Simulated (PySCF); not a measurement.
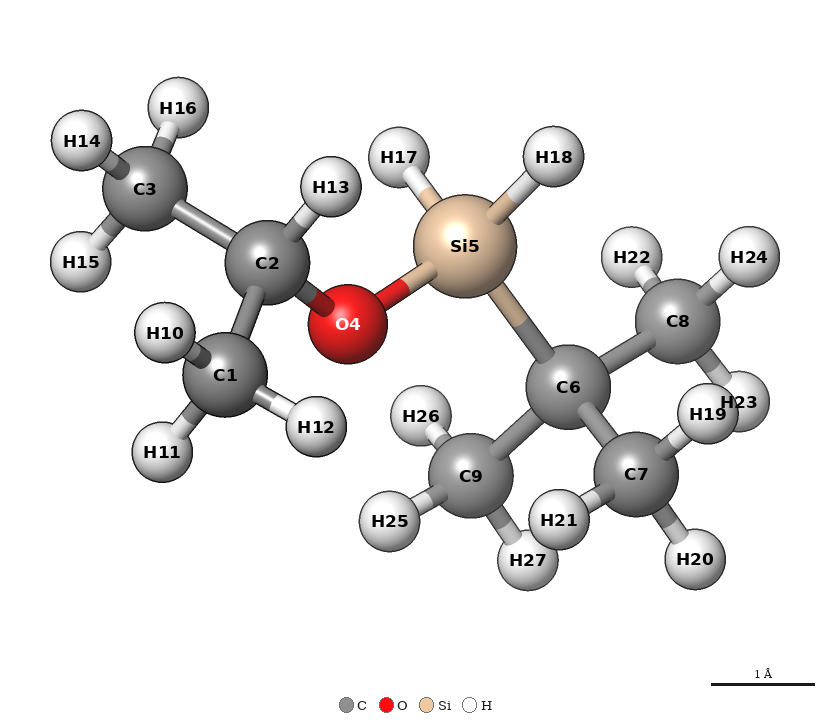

Atoms carry their numbers in the input. The computed structure is the end point of a PBE0-D3(BJ)/def2-SVP optimisation. No frequency run is at hand to confirm it as a minimum.

Give the bond lengths. Leave out bonds to hydrogen.

| bond | length (Å) | order |
| --- | --- | --- |
| C1–C2 | 1.516 | single |
| C2–C3 | 1.519 | single |
| C2–O4 | 1.415 | single |
| O4–Si5 | 1.669 | single |
| Si5–C6 | 1.889 | single |
| C6–C7 | 1.531 | single |
| C6–C8 | 1.530 | single |
| C6–C9 | 1.532 | single |
